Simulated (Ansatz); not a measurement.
# Calculations on C4H4ClN

**1. Relaxation**

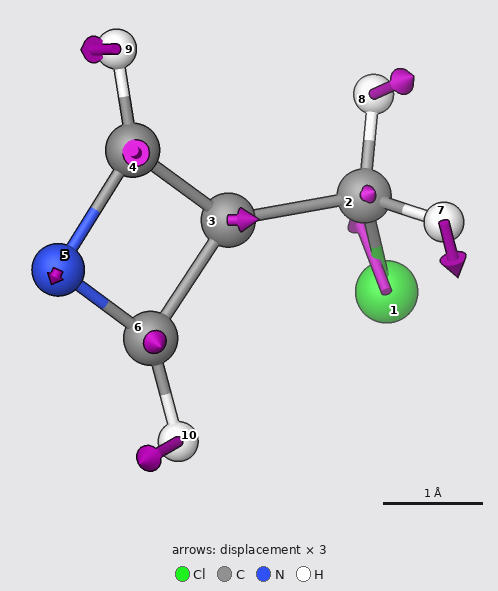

A relaxation of C4H4ClN. The starting structure is drawn; purple arrows show the displacements, 3 times their true length. The two geometries are superimposed by the best rigid fit.

The picture is a ball-and-stick view, seen at a tilt.

The run prepares an end point of a later path (torsion) calculation, from a guessed geometry.

Computed with RKS PBE0-D4/def2-SVP in Ansatz 0.2.0.

The input:
```yaml
crystal:
  periodic: [false, false, false]
  atoms:
    - { symbol: Cl, position_ang: [-1.776, -0.2584, 1.7619] }
    - { symbol: C, position_ang: [-0.4882, -0.9639, 0.8597] }
    - { symbol: C, position_ang: [0.0595, 0.0233, -0.172] }
    - { symbol: C, position_ang: [0.5854, -0.0029, -1.4377] }
    - { symbol: "N", position_ang: [0.8544, 1.4139, -1.3592] }
    - { symbol: C, position_ang: [0.4395, 1.4424, -0.14] }
    - { symbol: H, position_ang: [0.3052, -1.2552, 1.5895] }
    - { symbol: H, position_ang: [-0.8285, -1.8428, 0.3626] }
    - { symbol: H, position_ang: [0.5951, -0.7386, -2.1806] }
    - { symbol: H, position_ang: [0.3367, 2.1311, 0.7188] }
basis:
  gaussian: { orbitals: def2-SVP }
hamiltonian:
  xc: pbe0
  dispersion: d4
relax:
  f_tol: 0.015
  max_steps: 40
output:
  orbitals: {}
```

Run as
```bash
ansatz run input.yaml --threads 2 --pin off --max-ram 3072MiB --backend cpu --events-out ev --progress --plain --runs-dir out
```

> What happened in the run?

The largest move after the best rigid fit is that of Cl1, 0.38 Å. Largest moves by element: Cl 0.38 Å, H 0.32 Å, C 0.18 Å, N 0.06 Å. Near-neighbour distances that change, for instance: C4–N5 1.444 → 1.530 Å, Cl1–C2 1.723 → 1.806 Å, C3–C6 1.469 → 1.551 Å, C2–C3 1.529 → 1.466 Å. Among the angles between lasting bonds that change: N5–C6–H10 141.2° → 127.8°, C3–C6–H10 126.5° → 136.6°, N5–C4–H9 136.6° → 127.2°. Groups turn about C2–C3 by about 20°. After 9 accepted moves (12 points after the start) the energy has fallen by 73.7 kJ/mol. The largest force component goes from 4.5 to 0.0034 eV/Å. The line search rejected the trial steps at points 5, 8, 10 of the run. Cost: 16 s on 2 threads of AMD EPYC 9R45 96-Core Processor (Zen 5), with other jobs on the host, peak memory 0.27 GiB.

**2. Relaxation**

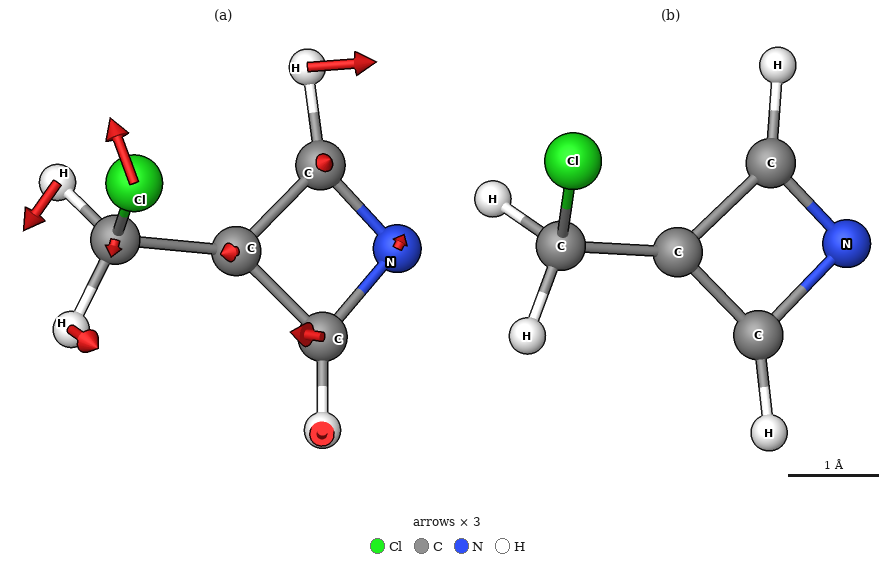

The structure of C4H4ClN before (left) and after (right) a relaxation, at one scale. The red arrows give the displacements, magnified 3 times.

The picture is a ball-and-stick view, seen at a tilt.

The run prepares an end point of a later path (torsion) calculation, from a guessed geometry.

Theory: RKS PBE0-D4/def2-SVP in Ansatz. Settings: no spin polarisation; force threshold 0.015 eV/Å; at most 40 steps.

### Describe what moved and what it gained.

After 9 accepted moves (10 points after the start) the energy has fallen by 75.3 kJ/mol. Largest force component: 4.3 eV/Å at the start, 0.013 eV/Å at the end. The line search rejected the trial step at point 7 of the run. The Cl atom moves most after the best rigid fit: 0.27 Å. By element the largest moves are Cl 0.27 Å, H 0.26 Å, C 0.15 Å, N 0.06 Å. Near-neighbour distances that change, for instance: C–N 1.444 → 1.530 Å, C–Cl 1.723 → 1.806 Å, C–C 1.469 → 1.551 Å, C–C 1.529 → 1.466 Å. Among the angles between lasting bonds that change: N–C–H 141.2° → 127.9°, C–C–H 126.5° → 136.5°, N–C–H 136.6° → 127.2°. The run took 14 s on 2 threads of AMD EPYC 9R45 96-Core Processor (Zen 5) (shared host), peak memory 0.27 GiB.

**3. Path**

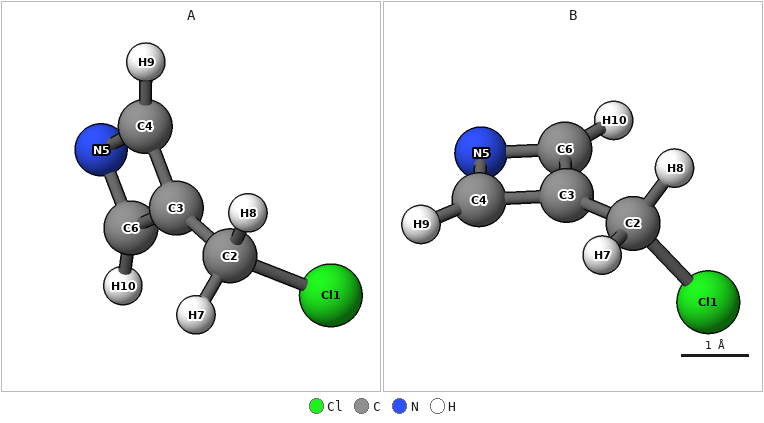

The two relaxed end points of a path for C$_{4}$H$_{4}$ClN. The picture is a ball-and-stick view, seen from a free direction.

These are results of Ansatz, RKS PBE0-D4/def2-SVP, not measurements.

Input file:
```yaml
crystal:
  periodic: [false, false, false]
  atoms:
    - { symbol: Cl, position_ang: [-2.017386, -0.419165, 1.528818] }
    - { symbol: C, position_ang: [-0.437281, -1.002088, 0.877976] }
    - { symbol: C, position_ang: [0.102372, -0.044078, -0.091067] }
    - { symbol: C, position_ang: [0.408878, 0.005899, -1.391259] }
    - { symbol: "N", position_ang: [0.843204, 1.471865, -1.347684] }
    - { symbol: C, position_ang: [0.544526, 1.442588, -0.105231] }
    - { symbol: H, position_ang: [0.219841, -1.125498, 1.751356] }
    - { symbol: H, position_ang: [-0.605329, -1.983598, 0.414635] }
    - { symbol: H, position_ang: [0.404225, -0.656187, -2.259958] }
    - { symbol: H, position_ang: [0.620049, 2.259162, 0.625415] }
basis:
  gaussian: { orbitals: def2-SVP }
hamiltonian:
  xc: pbe0
  dispersion: d4
neb:
  order_check: false
  images: 5
  f_tol: 0.05
  max_iterations: 60
  initial_path: idpp
  final_atoms:
    - { symbol: Cl, position_ang: [-0.10178393, -0.75168425, 2.45769785] }
    - { symbol: C, position_ang: [-0.68098709, -0.95947488, 0.7593919] }
    - { symbol: C, position_ang: [0.01263232, -0.02873522, -0.1352682] }
    - { symbol: C, position_ang: [0.84604484, -0.07032989, -1.17940808] }
    - { symbol: "N", position_ang: [0.9653034, 1.45098576, -1.2880286] }
    - { symbol: C, position_ang: [0.17679841, 1.5060906, -0.28357552] }
    - { symbol: H, position_ang: [-0.49849606, -2.00235347, 0.46678047] }
    - { symbol: H, position_ang: [-1.76572574, -0.77924552, 0.78881205] }
    - { symbol: H, position_ang: [1.33170461, -0.81776409, -1.8108372] }
    - { symbol: H, position_ang: [-0.20239176, 2.40141097, 0.22743634] }
```

Command:
```bash
ansatz run input.yaml --threads 2 --pin off --max-ram 3072MiB --backend cpu --events-out ev --progress --plain --runs-dir out
```

### What barrier does the band find between them, and by what path?

The two ends have the same energy, and the highest point, image 3, lies 3.29 kcal/mol above the start. The motion is a rotation about the C2–C3 bond by about 125°. No bond forms or breaks between the ends. The band converged in 6 iterations. The largest component of the band force went from 1.1 to 0.013 eV/Å. The climbing image converged on the top of the path. Its vibrational analysis gives one imaginary mode (115i cm⁻¹), as a transition state must have.

Energies of the converged images:

```csv
image,path (Å),E (kcal/mol)
0,0.00,0.00
1,0.65,0.76
2,1.30,2.41
3,1.96,3.29
4,2.61,2.41
5,3.26,0.76
6,3.91,0.00
```

The geometry at the top of the path:

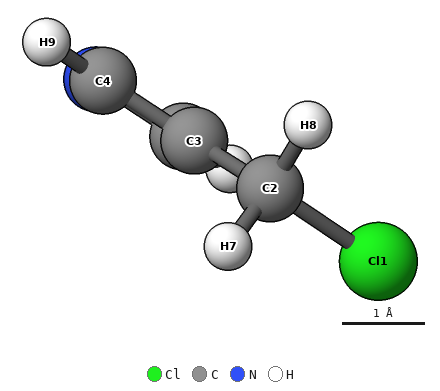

Cost: 39 s on 2 threads of AMD EPYC 9R45 96-Core Processor (Zen 5), with other jobs on the host, peak memory 0.26 GiB.
